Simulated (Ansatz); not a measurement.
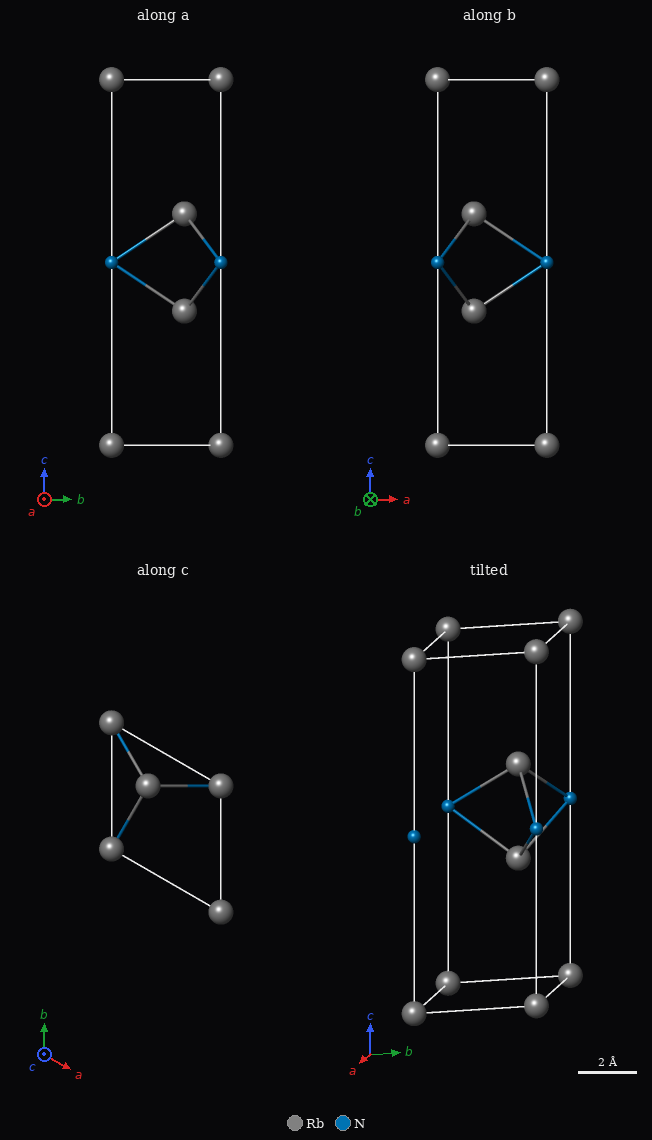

The crystal in a ball-and-stick representation, seen along the a axis, along the b axis, along the c axis and slightly off an axis. Atoms at the boundary of the conventional unit cell (the box) are drawn once for each face, edge or corner they touch.

Lattice parameters: a = 4.374 Å, b = 4.374 Å, c = 12.673 Å, α = 90.00°, β = 90.00°, γ = 120.00°. Put a along x and b in the xy plane.

### Reconstruct the structure as a POSCAR file, with free fractional coordinates to two decimals.

```
Rb N
1.0
     4.374    0.000    0.000
    -2.187    3.788    0.000
     0.000    0.000   12.673
Rb N
3 1
Direct
  0.3333 0.6667 0.63
  0.00 0.00 0.00
  0.3333 0.6667 0.37
  0.00 0.00 0.50
```

Origin of the cell: a structure type filled with these elements by a generator (whether the compound takes this form wasn't checked). Earlier steps of the study may have refined or changed the cell and positions. It went into a calculation with Ansatz.
